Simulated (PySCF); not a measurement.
C$_{4}$H$_{9}$Ga: core-level calculation

- system: C$_{4}$H$_{9}$Ga
- method: delta-SCF UKS PBE0, pcX-2 on the ionised atom, pcseg-1 elsewhere, spin-free X2C (PySCF 2.14.0)

Figures and captions count atoms from 1; the log counts them from 0 in places.

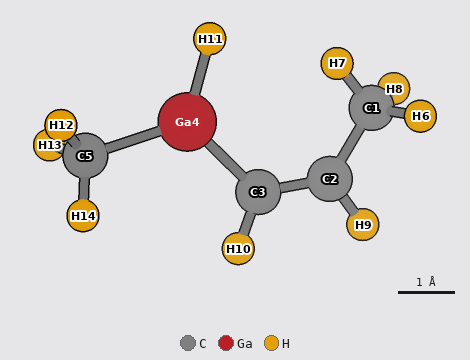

The structure (ball-and-stick view, seen at a tilt; atoms are numbered from 1 in the order of the input). Sticks mark near contacts.

**The input**
```
{"job": {"kind": "xps", "xc": "PBE0"}, "charge": 0, "multiplicity": 1}
C     -2.410616     0.252520     0.502100
C     -1.604512    -0.866360    -0.067883
C     -0.277837    -0.880239    -0.300318
Ga     0.999853     0.556919     0.048602
C      2.898500     0.285646    -0.400797
H     -3.198344     0.562625    -0.205386
H     -1.795672     1.130165     0.744900
H     -2.932709    -0.072534     1.417937
H     -2.190675    -1.765088    -0.316797
H      0.118974    -1.811007    -0.728773
H      0.537739     1.914217     0.707524
H      3.395719     1.231006    -0.665014
H      3.426415    -0.124157     0.477534
H      3.029520    -0.430591    -1.226049
```

The first line tells a small driver script what to run in PySCF; the rest is the geometry in Å.

Command:
```bash
OMP_NUM_THREADS=1 python <driver script> task.json out
```

**What the program printed**
```
ground state, core basis on atom 0 (C), 159 functions
  cycle   1  E = -2097.12099100  |g| = 4.45e-01
  cycle   2  E = -2097.10470851  |g| = 5.04e-01
  cycle   3  E = -2097.17516816  |g| = 3.94e-02
  cycle   4  E = -2097.17535380  |g| = 3.30e-02
  cycle   5  E = -2097.17564059  |g| = 5.99e-03
  cycle   6  E = -2097.17564877  |g| = 1.37e-03
  cycle   7  E = -2097.17565107  |g| = 2.61e-04
  E(ground) = -2097.17875455 Eh
hole in C 1s of atom 0
  cycle   1  E = -2085.95910074  |g| = 1.51e+00
  cycle   2  E = -2085.56618936  |g| = 1.60e+00
  cycle   3  E = -2086.45924724  |g| = 3.29e-01
[... 7 cycles left out ...]
  E(ion) = -2086.51475626 Eh   <S^2> = 0.7626   hole on atom = 1.000   binding energy = 290.182 eV
ground state, core basis on atom 1 (C), 159 functions
[... 5 cycles left out ...]
  E(ground) = -2097.18094753 Eh
hole in C 1s of atom 1
[... 12 cycles left out ...]
  E(ion) = -2086.52384226 Eh   <S^2> = 0.7970   hole on atom = 1.000   binding energy = 289.995 eV
ground state, core basis on atom 2 (C), 159 functions
[... 5 cycles left out ...]
  E(ground) = -2097.18124047 Eh
hole in C 1s of atom 2
[... 10 cycles left out ...]
  E(ion) = -2086.56359838 Eh   <S^2> = 0.7805   hole on atom = 1.000   binding energy = 288.921 eV
ground state, core basis on atom 4 (C), 159 functions
[... 4 cycles left out ...]
  cycle   5  E = -2097.17626178  |g| = 3.81e-04
  E(ground) = -2097.17954936 Eh
hole in C 1s of atom 4
  cycle   1  E = -2085.97801988  |g| = 1.51e+00
  cycle   2  E = -2085.63486992  |g| = 1.58e+00
  cycle   3  E = -2086.52169933  |g| = 2.42e-01
  cycle   4  E = -2086.54285075  |g| = 8.89e-02
  cycle   5  E = -2086.54720208  |g| = 2.44e-02
  cycle   6  E = -2086.54751452  |g| = 7.87e-03
  cycle   7  E = -2086.54754560  |g| = 3.13e-03
  cycle   8  E = -2086.54755369  |g| = 8.91e-04
  cycle   9  E = -2086.54755546  |g| = 4.03e-04
  E(ion) = -2086.55079188 Eh   <S^2> = 0.7635   hole on atom = 1.000   binding energy = 289.223 eV
```

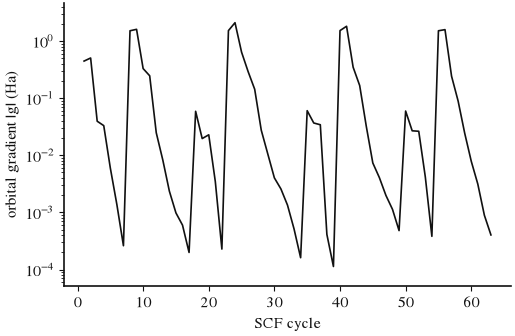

Convergence of the self-consistent field: orbital gradient |g| against the SCF cycle. All cycles printed in the log are drawn one after another.

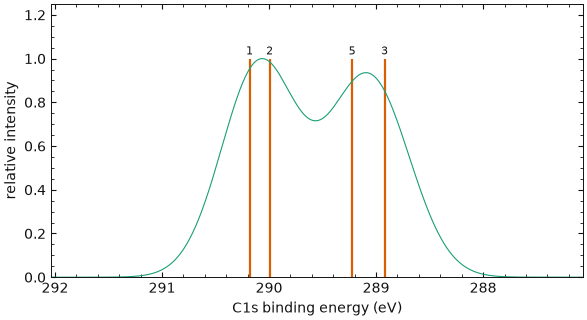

C1s binding energies by ΔSCF of the atoms computed, labelled by atom number, with a Gaussian envelope of 0.8 eV full width. They run from 288.92 eV (atom 3) to 290.18 eV (atom 1).

**Summary**

| quantity | value |
| --- | --- |
| outcome | converged |
| hardware | 1 CPU thread, shared host |
| wall time | 62 s |
| peak memory | 0.64 GiB |
